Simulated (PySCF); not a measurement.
# C$_{3}$H$_{8}$FN$_{2}$Si (doublet): what the fields show

```yaml
atoms:
  - { symbol: C, position_ang: [-2.0164, -0.5866, 0.1898] }
  - { symbol: C, position_ang: [-0.6544, -0.2150, -0.2745] }
  - { symbol: C, position_ang: [-0.1752, 1.2004, -0.2449] }
  - { symbol: N, position_ang: [1.2722, 1.1602, -0.2284] }
  - { symbol: Si, position_ang: [1.9271, -0.3760, 0.1039] }
  - { symbol: F, position_ang: [3.0189, -0.8652, -0.9738] }
  - { symbol: N, position_ang: [0.3995, -1.1129, -0.1953] }
  - { symbol: H, position_ang: [-2.7522, 0.1005, -0.2245] }
  - { symbol: H, position_ang: [-2.2681, -1.5973, -0.1285] }
  - { symbol: H, position_ang: [-2.1072, -0.5497, 1.2851] }
  - { symbol: H, position_ang: [-0.5774, 1.7283, 0.6402] }
  - { symbol: H, position_ang: [-0.5172, 1.7579, -1.1302] }
  - { symbol: H, position_ang: [1.7292, 2.0505, -0.1498] }
  - { symbol: H, position_ang: [2.5633, -0.6069, 1.3884] }
  - { symbol: H, position_ang: [0.1535, -2.0804, -0.0795] }
```

Geometry: GFN2-xTB.

Computed with UKS B3LYP, pcH-1 on C F H N Si, non-relativistic, mean-field spin-orbit, GIAO in PySCF.

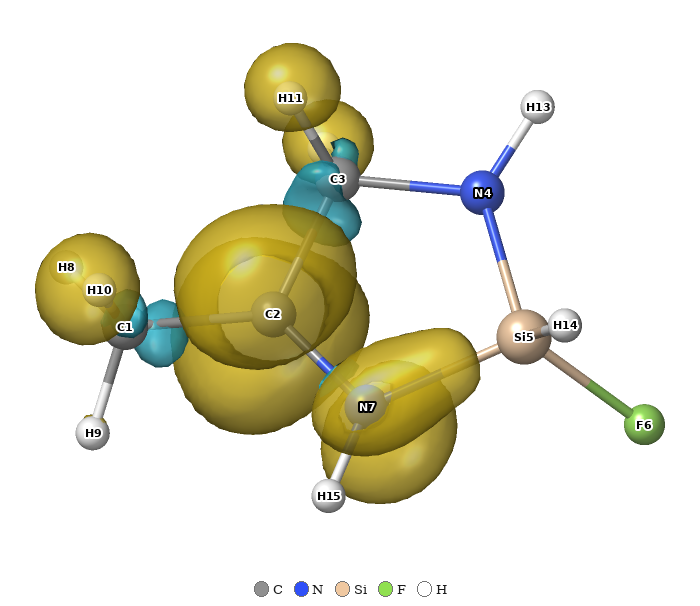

Figure 1. Isosurfaces of the spin density at +0.02 (yellow) and −0.02 e/Å³ (cyan), seen at a tilt.

Q: Which atoms carry the spin?

A: The unpaired spin (1 electron) lies mostly on C2 (about 0.6) and N7 (about 0.2), in electrons by Hirshfeld's partition.

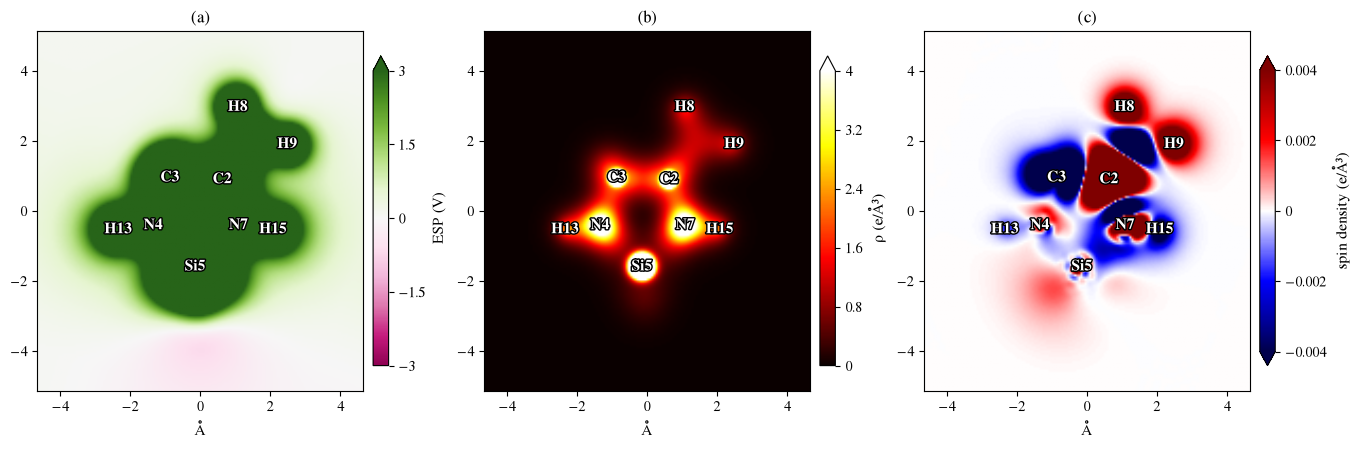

Figure 2. (a) molecular electrostatic potential; (b) total electron density; (c) spin density (α minus β) on the plane of atoms C3, C2 and N7.

Q: Describe what can be read from this map.

A:
- The section cuts through C, N, Si and H sites.
- C–N (1.39 Å): ρ at the midpoint is about 2.1 e/Å³.
- C–C (1.49 Å): the density is about 1.8 e/Å³ at the midpoint.
- Si–N (1.70 Å): ρ is about 1.1 e/Å³ halfway.
- N–H (1.00 Å): ρ is about 2.9 e/Å³ halfway.
- C–N (1.45 Å): the density is about 1.9 e/Å³ at the midpoint.
- Outside the dense part of the molecule the potential is most negative (−0.7 V) near F6, which lies off the plane.

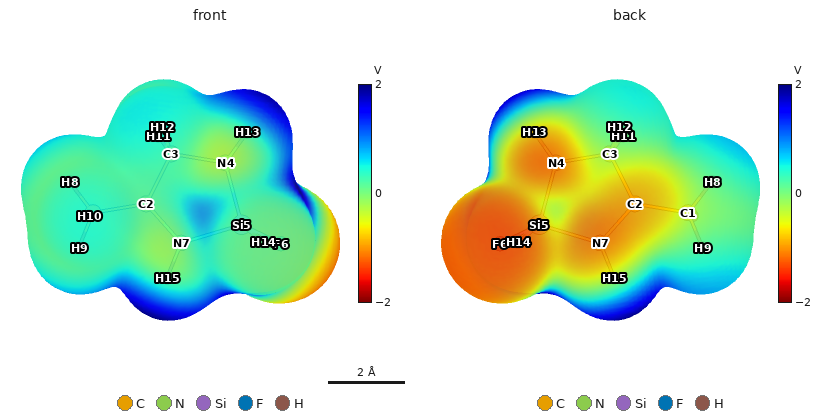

Figure 3. The molecular electrostatic potential painted on the density surface at 0.002 e/bohr³, seen from the front and from behind; the colour scale runs from red (negative) to blue (positive).

Q: Which sites attract a positive test charge, and which a negative one?

A: A positive charge is drawn to the negative regions and a negative charge to the positive ones. The most negative region (about −1.3 V, or −30 kcal/mol for a unit charge) lies over F6, the most positive (about +1.9 V, or +44 kcal/mol for a unit charge) over Si5 and H15.
